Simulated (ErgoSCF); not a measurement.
# GaF (SMILES [F][Ga]) at HF/def2-TZVPPD

What is the energy change on altering one bond length of GaF at HF/def2-TZVPPD? 

The calculation is run with ErgoSCF 3.8.

5 further runs of the same task are left out: 1 that didn't finish, 4 set aside as unsound or not needed. Runs told in other sessions of the task aren't counted.

**1. The molecule**

GaF: 2 atoms, total charge 0, spin state singlet. SMILES: `[F][Ga]`. Geometry: a GFN2-xTB relaxation, a rough one for these elements and not checked as a minimum.

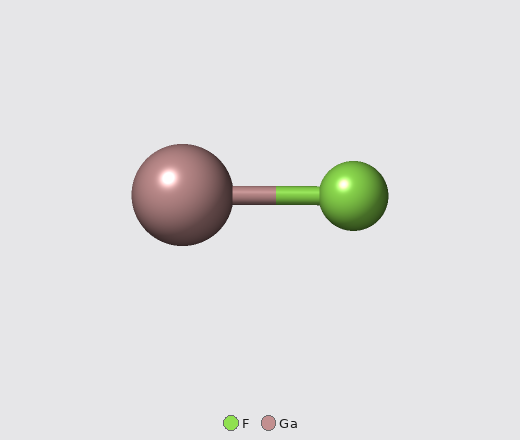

The structure, seen from a chosen angle (fluorine green, gallium pink).

**2. The energy at HF/def2-TZVPPD**

File ergo.in:

```
# FGa
set_nthreads(1)
molecule_inline Angstrom
F        0.000000       0.000000       0.000000
Ga       0.000000       0.000000       1.799150
EOF
scf.output_mulliken_pop = 1
tmpdir = "."
scf.max_number_of_iterations = 120
basis = "def2-TZVPPD"
scf.use_diagonalization = 1
run "HF"
```

The basis set def2-TZVPPD is read from a file made from the Basis Set Exchange's data (not shown).

Run with:

```bash
$ ergo ergo.in
```

The log of the run:

```text
INMA ERGO version 3.8
INMA reading input from file ergo.in
INMA F (charge=9.0) 0.000000 0.000000 0.000000
INMA Ga (charge=31.0) 0.000000 0.000000 3.399901
INMA  output_mulliken_pop := 1
INMA  max_number_of_iterations := 120
INMA  basis := def2-TZVPPD
INMA Basis really set to def2-TZVPPD
INMA  use_diagonalization := 1
INMA running HF
INMA Running HF
INSC SCF_general constructor, number of basis functions: 94
INSC Min internuclear distance:      3.39990 a.u.  =      1.79915 Angstrom
INSC Max internuclear distance:      3.39990 a.u.  =      1.79915 Angstrom
INSC Euclidean norm of overlap matrix =          4.87534821523  (acc 1.49e-08)
INSC Euclidean norm of invCholFactor after truncation =         20.03414809819
INSC Beginning of SCF cycle 1
INSC nuclearEnergy, energy_2el, energy = 82.061218, 314.734712, -740.520628
INSC Energy   1 =       -740.52062766218
INSC maxabs FDS-SDF is     45.5
INDE E_HOMO =         -5.29558829487
INDE E_LUMO =         -5.28634344796
INSC Beginning of SCF cycle 2
INSC nuclearEnergy, energy_2el, energy = 82.061218, 1140.652930, -1946.361599
INSC Energy   2 =      -1946.36159857865
INSC maxabs FDS-SDF is     1.75
INSC using DIIS to get combined Fock matrix, number of iters used for DIIS:  2
INDE E_HOMO =         -0.24989614641
INDE E_LUMO =         -0.24989614641
INSC Beginning of SCF cycle 3
INSC nuclearEnergy, energy_2el, energy = 82.061218, 571.276453, -1743.790225
INSC Energy   3 =      -1743.79022541590  ( diff    202.571373162752025 )
INSC maxabs FDS-SDF is     4.98
INSC restarting DIIS because energy did not improve.
INSC mixing best Fock matrix so far with next one, stepLength =   0.400000
INDE E_HOMO =         -2.01690439608
INDE E_LUMO =         -1.53479808143
INSC Beginning of SCF cycle 4
INSC nuclearEnergy, energy_2el, energy = 82.061218, 1107.262691, -1969.971672
INSC Energy   4 =      -1969.97167191888  ( diff    -23.610073340235431 )
INSC maxabs FDS-SDF is     4.28
INSC mixing best Fock matrix so far with next one, stepLength =   0.400000
INSC increased steplength by factor 1.1, stepLength =   0.440000
INDE E_HOMO =         -1.21028774065
INDE E_LUMO =         -0.65342457163
INSC Beginning of SCF cycle 5
INSC nuclearEnergy, energy_2el, energy = 82.061218, 991.262912, -2011.233882
INSC Energy   5 =      -2011.23388176552  ( diff    -41.262209846634505 )
INSC maxabs FDS-SDF is     1.94
INSC mixing best Fock matrix so far with next one, stepLength =   0.440000
INSC increased steplength by factor 1.1, stepLength =   0.484000
INDE E_HOMO =         -0.49542471677
INDE E_LUMO =         -0.08635374640
INSC Beginning of SCF cycle 6
INSC nuclearEnergy, energy_2el, energy = 82.061218, 940.080740, -2020.139986
INSC Energy   6 =      -2020.13998595948  ( diff     -8.906104193960346 )
INSC maxabs FDS-SDF is      1.2
INSC mixing best Fock matrix so far with next one, stepLength =   0.484000
INSC increased steplength by factor 1.1, stepLength =   0.532400
INDE E_HOMO =         -0.30871470974
INDE E_LUMO =          0.02557373974
INSC Beginning of SCF cycle 7
INSC nuclearEnergy, energy_2el, energy = 82.061218, 897.880500, -2022.624341
INSC Energy   7 =      -2022.62434090784  ( diff     -2.484354948361215 )
INSC maxabs FDS-SDF is    0.318
INSC mixing best Fock matrix so far with next one, stepLength =   0.532400
INSC increased steplength by factor 1.1, stepLength =   0.585640
INDE E_HOMO =         -0.31792965707
INDE E_LUMO =          0.04178021528
INSC Beginning of SCF cycle 8
INSC nuclearEnergy, energy_2el, energy = 82.061218, 885.160851, -2022.777691
INSC Energy   8 =      -2022.77769136866  ( diff     -0.153350460822367 )
INSC maxabs FDS-SDF is    0.107
INSC using DIIS to get combined Fock matrix, number of iters used for DIIS:  1
INDE E_HOMO =         -0.36692763725
INDE E_LUMO =          0.04222557037
INSC Beginning of SCF cycle 9
INSC nuclearEnergy, energy_2el, energy = 82.061218, 884.229153, -2022.789824
INSC Energy   9 =      -2022.78982383644  ( diff     -0.012132467776610 )
INSC maxabs FDS-SDF is   0.0163
INSC using DIIS to get combined Fock matrix, number of iters used for DIIS:  2
INDE E_HOMO =         -0.36919794438
INDE E_LUMO =          0.03980946928
INSC Beginning of SCF cycle 10
INSC nuclearEnergy, energy_2el, energy = 82.061218, 884.486516, -2022.790921
INSC Energy  10 =      -2022.79092086689  ( diff     -0.001097030452911 )
INSC maxabs FDS-SDF is  0.00519
INSC using DIIS to get combined Fock matrix, number of iters used for DIIS:  3
INDE E_HOMO =         -0.36853225326
INDE E_LUMO =          0.03934443219
INSC Beginning of SCF cycle 11
INSC nuclearEnergy, energy_2el, energy = 82.061218, 884.143247, -2022.791039
INSC Energy  11 =      -2022.79103852875  ( diff     -0.000117661862078 )
INSC maxabs FDS-SDF is  0.00377
INSC using DIIS to get combined Fock matrix, number of iters used for DIIS:  4
INDE E_HOMO =         -0.36896254036
INDE E_LUMO =          0.03878700296
INSC Beginning of SCF cycle 12
INSC nuclearEnergy, energy_2el, energy = 82.061218, 884.241713, -2022.791066
INSC Energy  12 =      -2022.79106643794  ( diff     -0.000027909182336 )
INSC maxabs FDS-SDF is 0.000471
INSC using DIIS to get combined Fock matrix, number of iters used for DIIS:  5
INDE E_HOMO =         -0.36875751845
INDE E_LUMO =          0.03885067195
INSC Beginning of SCF cycle 13
INSC nuclearEnergy, energy_2el, energy = 82.061218, 884.231809, -2022.791067
INSC Energy  13 =      -2022.79106735916  ( diff     -0.000000921225819 )
INSC maxabs FDS-SDF is  0.00028
INSC using DIIS to get combined Fock matrix, number of iters used for DIIS:  6
INDE E_HOMO =         -0.36873069271
INDE E_LUMO =          0.03884629918
INSC Beginning of SCF cycle 14
INSC nuclearEnergy, energy_2el, energy = 82.061218, 884.232932, -2022.791067
INSC Energy  14 =      -2022.79106745550  ( diff     -0.000000096341864 )
INSC maxabs FDS-SDF is 0.000106
INSC using DIIS to get combined Fock matrix, number of iters used for DIIS:  7
INDE E_HOMO =         -0.36872615008
INDE E_LUMO =          0.03884700946
INSC Beginning of SCF cycle 15
INSC nuclearEnergy, energy_2el, energy = 82.061218, 884.232631, -2022.791067
INSC Energy  15 =      -2022.79106746814  ( diff     -0.000000012634246 )
INSC maxabs FDS-SDF is  2.6e-05
INSC using DIIS to get combined Fock matrix, number of iters used for DIIS:  8
INDE E_HOMO =         -0.36872447613
INDE E_LUMO =          0.03884734092
INSC Beginning of SCF cycle 16
INSC nuclearEnergy, energy_2el, energy = 82.061218, 884.232790, -2022.791067
INSC Energy  16 =      -2022.79106746906  ( diff     -0.000000000918590 )
INSC maxabs FDS-SDF is 2.47e-06
INSC using DIIS to get combined Fock matrix, number of iters used for DIIS:  9
INDE E_HOMO =         -0.36872408904
INDE E_LUMO =          0.03884705060
INSC Beginning of SCF cycle 17
INSC nuclearEnergy, energy_2el, energy = 82.061218, 884.232820, -2022.791067
INSC Energy  17 =      -2022.79106746908  ( diff     -0.000000000020918 )
INSC maxabs FDS-SDF is  2.6e-07
INSC using DIIS to get combined Fock matrix, number of iters used for DIIS: 10
INDE E_HOMO =         -0.36872419948
INDE E_LUMO =          0.03884703393
INSC Beginning of SCF cycle 18
INSC nuclearEnergy, energy_2el, energy = 82.061218, 884.232816, -2022.791067
INSC Energy  18 =      -2022.79106746908  ( diff     -0.000000000002728 )
INSC maxabs FDS-SDF is 1.98e-08
RESC CONVERGED after  18 iterations.
RESC FINAL ENERGY:      -2022.79106746908
TISC Main SCF loop took     82.80 usr cpu s       0.08 sys cpu s      82.89 wall s
INSC SCF: dipole_moment_x [atomic units] =       0.00000000
INSC SCF: dipole_moment_y [atomic units] =      -0.00000000
INSC SCF: dipole_moment_z [atomic units] =       0.95223080
INSC Sum of Mulliken charges (electrons):      40.0000000
INSC Mulliken charge of atom 0 =      -0.4589529
INSC Mulliken charge of atom 1 =       0.4589529
INSC Sum of Mulliken atomic charges:      -0.0000000
```

Run time: 85 s. Hardware: 1 thread of Arm Neoverse N1, shared host; peak memory 0.26 GiB.

**3. The distorted shape**

File ergo.in:

```
set_nthreads("env")
basis = "def2-TZVPPD"
tmpdir = "."
scf.use_diagonalization = 1
scf.output_mulliken_pop = 1
scf.max_number_of_iterations = 120
molecule_inline
F    0.00000000   0.00000000  -4.07982422
Ga   0.00000000   0.00000000   3.39990076
EOF
run "HF"
```

The basis set def2-TZVPPD is read from a file made from the Basis Set Exchange's data (not shown).

Run with:

```bash
$ ergo ergo.in
```

The log of the run:

```text
INMA ERGO version 3.8
INMA reading input from file ergo.in
INMA  basis := def2-TZVPPD
INMA Basis really set to def2-TZVPPD
INMA  use_diagonalization := 1
INMA  output_mulliken_pop := 1
INMA  max_number_of_iterations := 120
INMA F (charge=9.0) 0.000000 0.000000 -4.079824
INMA Ga (charge=31.0) 0.000000 0.000000 3.399901
INMA running HF
INMA Running HF
INSC SCF_general constructor, number of basis functions: 94
INSC Min internuclear distance:      7.47972 a.u.  =      3.95810 Angstrom
INSC Max internuclear distance:      7.47972 a.u.  =      3.95810 Angstrom
INSC Euclidean norm of overlap matrix =          3.53360662332  (acc 1.49e-08)
INSC Euclidean norm of invCholFactor after truncation =          9.31340605634
INSC Beginning of SCF cycle 1
INSC nuclearEnergy, energy_2el, energy = 37.300837, 265.139600, -724.488325
INSC Energy   1 =       -724.48832516539
INSC maxabs FDS-SDF is     45.4
INDE E_HOMO =         -6.31140293877
INDE E_LUMO =         -6.31140293877
INSC Beginning of SCF cycle 2
INSC nuclearEnergy, energy_2el, energy = 37.300837, 1125.737283, -1940.093516
INSC Energy   2 =      -1940.09351566108
INSC maxabs FDS-SDF is     1.75
INSC using DIIS to get combined Fock matrix, number of iters used for DIIS:  2
INDE E_HOMO =         -0.80308133387
INDE E_LUMO =         -0.68092549078
INSC Beginning of SCF cycle 3
INSC nuclearEnergy, energy_2el, energy = 37.300837, 565.690568, -1671.157445
INSC Energy   3 =      -1671.15744546037  ( diff    268.936070200703853 )
INSC maxabs FDS-SDF is     5.84
INSC restarting DIIS because energy did not improve.
INSC mixing best Fock matrix so far with next one, stepLength =   0.400000
INDE E_HOMO =         -1.79101499368
INDE E_LUMO =         -1.63127218063
INSC Beginning of SCF cycle 4
INSC nuclearEnergy, energy_2el, energy = 37.300837, 1108.090580, -1949.469789
INSC Energy   4 =      -1949.46978896307  ( diff     -9.376273301993933 )
INSC maxabs FDS-SDF is     1.95
INSC mixing best Fock matrix so far with next one, stepLength =   0.400000
INSC increased steplength by factor 1.1, stepLength =   0.440000
INDE E_HOMO =         -0.74159258340
INDE E_LUMO =         -0.37089809541
INSC Beginning of SCF cycle 5
INSC nuclearEnergy, energy_2el, energy = 37.300837, 942.842720, -2010.553575
INSC Energy   5 =      -2010.55357535138  ( diff    -61.083786388310273 )
INSC maxabs FDS-SDF is     2.16
INSC mixing best Fock matrix so far with next one, stepLength =   0.440000
INSC increased steplength by factor 1.1, stepLength =   0.484000
INDE E_HOMO =         -0.42595767273
INDE E_LUMO =         -0.01545863083
INSC Beginning of SCF cycle 6
INSC nuclearEnergy, energy_2el, energy = 37.300837, 891.599135, -2019.870827
INSC Energy   6 =      -2019.87082689722  ( diff     -9.317251545835461 )
INSC maxabs FDS-SDF is     1.18
INSC mixing best Fock matrix so far with next one, stepLength =   0.484000
INSC increased steplength by factor 1.1, stepLength =   0.532400
INDE E_HOMO =         -0.33142050685
INDE E_LUMO =          0.00515603295
INSC Beginning of SCF cycle 7
INSC nuclearEnergy, energy_2el, energy = 37.300837, 850.182338, -2022.455038
INSC Energy   7 =      -2022.45503786547  ( diff     -2.584210968250773 )
INSC maxabs FDS-SDF is    0.313
INSC mixing best Fock matrix so far with next one, stepLength =   0.532400
INSC increased steplength by factor 1.1, stepLength =   0.585640
INDE E_HOMO =         -0.26959094926
INDE E_LUMO =         -0.02479241319
INSC Beginning of SCF cycle 8
INSC nuclearEnergy, energy_2el, energy = 37.300837, 837.856818, -2022.606772
INSC Energy   8 =      -2022.60677198787  ( diff     -0.151734122396647 )
INSC maxabs FDS-SDF is    0.109
INSC using DIIS to get combined Fock matrix, number of iters used for DIIS:  1
INDE E_HOMO =         -0.31191211808
INDE E_LUMO =         -0.06582782607
INSC Beginning of SCF cycle 9
INSC nuclearEnergy, energy_2el, energy = 37.300837, 837.061050, -2022.614954
INSC Energy   9 =      -2022.61495410439  ( diff     -0.008182116528133 )
INSC maxabs FDS-SDF is   0.0203
INSC using DIIS to get combined Fock matrix, number of iters used for DIIS:  2
INDE E_HOMO =         -0.32402624690
INDE E_LUMO =         -0.06561528700
INSC Beginning of SCF cycle 10
INSC nuclearEnergy, energy_2el, energy = 37.300837, 837.513030, -2022.615505
INSC Energy  10 =      -2022.61550536005  ( diff     -0.000551255657228 )
INSC maxabs FDS-SDF is  0.00675
INSC using DIIS to get combined Fock matrix, number of iters used for DIIS:  3
INDE E_HOMO =         -0.32431999959
INDE E_LUMO =         -0.06513845728
INSC Beginning of SCF cycle 11
INSC nuclearEnergy, energy_2el, energy = 37.300837, 837.200250, -2022.615612
INSC Energy  11 =      -2022.61561186362  ( diff     -0.000106503573988 )
INSC maxabs FDS-SDF is  0.00354
INSC using DIIS to get combined Fock matrix, number of iters used for DIIS:  4
INDE E_HOMO =         -0.32530269864
INDE E_LUMO =         -0.06515517205
INSC Beginning of SCF cycle 12
INSC nuclearEnergy, energy_2el, energy = 37.300837, 837.277751, -2022.615652
INSC Energy  12 =      -2022.61565208347  ( diff     -0.000040219841594 )
INSC maxabs FDS-SDF is 0.000882
INSC using DIIS to get combined Fock matrix, number of iters used for DIIS:  5
INDE E_HOMO =         -0.32472615807
INDE E_LUMO =         -0.06487898011
INSC Beginning of SCF cycle 13
INSC nuclearEnergy, energy_2el, energy = 37.300837, 837.273068, -2022.615658
INSC Energy  13 =      -2022.61565819697  ( diff     -0.000006113507879 )
INSC maxabs FDS-SDF is   0.0002
INSC using DIIS to get combined Fock matrix, number of iters used for DIIS:  6
INDE E_HOMO =         -0.32469250947
INDE E_LUMO =         -0.06480949871
INSC Beginning of SCF cycle 14
INSC nuclearEnergy, energy_2el, energy = 37.300837, 837.274705, -2022.615658
INSC Energy  14 =      -2022.61565840055  ( diff     -0.000000203574928 )
INSC maxabs FDS-SDF is 0.000156
INSC using DIIS to get combined Fock matrix, number of iters used for DIIS:  7
INDE E_HOMO =         -0.32458640963
INDE E_LUMO =         -0.06480522048
INSC Beginning of SCF cycle 15
INSC nuclearEnergy, energy_2el, energy = 37.300837, 837.274491, -2022.615658
INSC Energy  15 =      -2022.61565841979  ( diff     -0.000000019239906 )
INSC maxabs FDS-SDF is 2.31e-05
INSC using DIIS to get combined Fock matrix, number of iters used for DIIS:  8
INDE E_HOMO =         -0.32458341327
INDE E_LUMO =         -0.06480968595
INSC Beginning of SCF cycle 16
INSC nuclearEnergy, energy_2el, energy = 37.300837, 837.274624, -2022.615658
INSC Energy  16 =      -2022.61565842199  ( diff     -0.000000002197339 )
INSC maxabs FDS-SDF is 4.66e-06
INSC using DIIS to get combined Fock matrix, number of iters used for DIIS:  9
INDE E_HOMO =         -0.32458042367
INDE E_LUMO =         -0.06481241115
INSC Beginning of SCF cycle 17
INSC nuclearEnergy, energy_2el, energy = 37.300837, 837.274606, -2022.615658
INSC Energy  17 =      -2022.61565842213  ( diff     -0.000000000140972 )
INSC maxabs FDS-SDF is 6.38e-07
INSC using DIIS to get combined Fock matrix, number of iters used for DIIS: 10
INDE E_HOMO =         -0.32458034019
INDE E_LUMO =         -0.06481243541
INSC Beginning of SCF cycle 18
INSC nuclearEnergy, energy_2el, energy = 37.300837, 837.274601, -2022.615658
INSC Energy  18 =      -2022.61565842213  ( diff     -0.000000000007276 )
INSC maxabs FDS-SDF is  1.1e-07
RESC CONVERGED after  18 iterations.
RESC FINAL ENERGY:      -2022.61565842213
TISC Main SCF loop took     60.13 usr cpu s       0.08 sys cpu s      60.22 wall s
INSC SCF: dipole_moment_x [atomic units] =       0.00000000
INSC SCF: dipole_moment_y [atomic units] =      -0.00000000
INSC SCF: dipole_moment_z [atomic units] =       6.78421048
INSC Sum of Mulliken charges (electrons):      40.0000000
INSC Mulliken charge of atom 0 =      -0.9682833
INSC Mulliken charge of atom 1 =       0.9682833
INSC Sum of Mulliken atomic charges:       0.0000000
```

Run time: 62 s. Hardware: 1 thread of Arm Neoverse N1, shared host; peak memory 0.26 GiB.

**4. Results**

Level: HF/def2-TZVPPD.

| quantity | value |
| --- | --- |
| first shape: total energy | -2022.79107 Eh |
| first shape: dipole moment | 2.42 D |
| distorted shape: total energy | -2022.61566 Eh |
| distorted shape: dipole moment | 17.24 D |
| energy change with the F1–Ga2 bond stretched from 1.799 to 3.958 Å | 4.773 eV |

**Reading.** With the F1–Ga2 bond stretched from 1.799 to 3.958 Å the energy rises by 4.77 eV (461 kJ/mol). The first shape isn't relaxed at this level, so the change isn't measured from a minimum. A restricted reference can't describe the breaking bond well at this length.
